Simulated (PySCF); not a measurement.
The calculation's input:

```
{"job": {"kind": "uv", "xc": "CAM-B3LYP", "basis": "def2-SVPD", "nstates": 8, "ntriplets": 3}, "charge": 0, "multiplicity": 1}
F      0.048886     2.292072     0.521645
C      0.154266     1.171217    -0.270349
C     -1.060957     0.241860    -0.148547
C     -0.385540    -1.136142    -0.160395
F     -0.960363    -2.017243     0.727327
Ge     1.371837    -0.303869     0.365287
H      0.318819     1.529998    -1.289982
H     -1.822238     0.384579    -0.915113
H     -1.519739     0.394215     0.829607
H     -0.417794    -1.622022    -1.139057
H      1.635834    -0.296736     1.842349
H      2.638187    -0.638615    -0.388799
```

Run with:

```sh
OMP_NUM_THREADS=1 python probes_run.py task.json out
```

Geometry: GFN2-xTB.

Computed with CAM-B3LYP/def2-SVPD, SCF density, gas phase (PySCF 2.14.0).

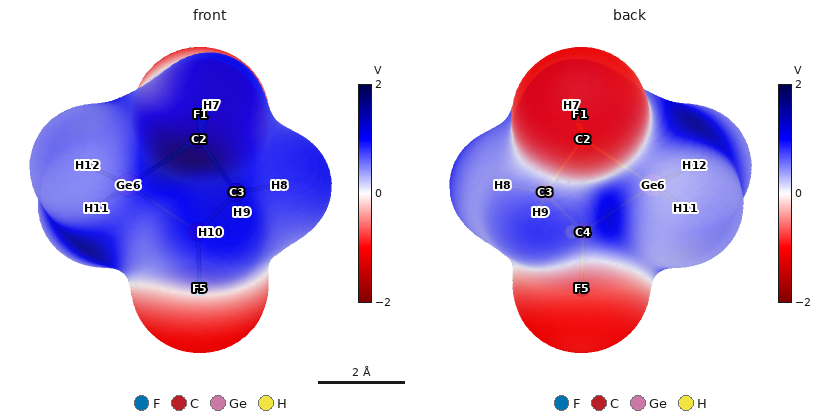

C3H6F2Ge. The molecular electrostatic potential painted on the density surface at 0.002 e/bohr³, seen from the front and from behind; the colour scale runs from red (negative) to blue (positive).

Describe the electrostatic potential map.

The most negative region (about −1.0 V) lies over F1 and F5, the most positive (about +1.7 V) over C2, C4 and Ge6.
